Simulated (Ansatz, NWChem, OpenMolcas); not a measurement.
## How basis sets differ on SiSe (SMILES [Si][Se])

SiSe has 2 atoms, charge 0, and is taken as a singlet. SMILES: `[Si][Se]`. Geometry: relaxed at PBE0-D4/def2-TZVP.

```csv
atom,x (Å),y (Å),z (Å)
Si,0.0000,0.0000,0.0314
Se,0.0000,0.0000,2.0931
```

Quantity: the HOMO–LUMO gap, in eV. The values are calculated.

```tsv
level	kind	program	value (eV)	CPU time
HF/ANO-RCC-MB (DKH2)	Hartree–Fock	OpenMolcas	10.56	5.5 s
HF/STO-3G	Hartree–Fock	Ansatz	11.93	0.18 s
HF/3-21G	Hartree–Fock	NWChem	10.40	1.8 s
HF/def2-SVP	Hartree–Fock	NWChem	10.61	8 s
HF/aug-cc-pVTZ	Hartree–Fock	NWChem	10.25	5.6 min
```

All-electron rows without a relativistic Hamiltonian named are non-relativistic. The values span 10.25 to 11.93 eV. A Hartree–Fock LUMO above zero doesn't converge with the basis: it sinks as sets grow more diffuse. Orbital gaps aren't excitation energies. Times are those of the runs behind each value, whatever else they computed, on shared processors of several kinds: orders of magnitude only.

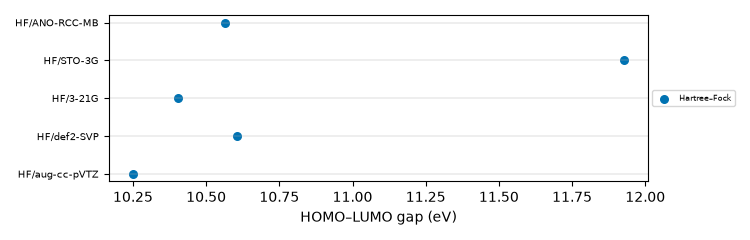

The values of the table, level by level.
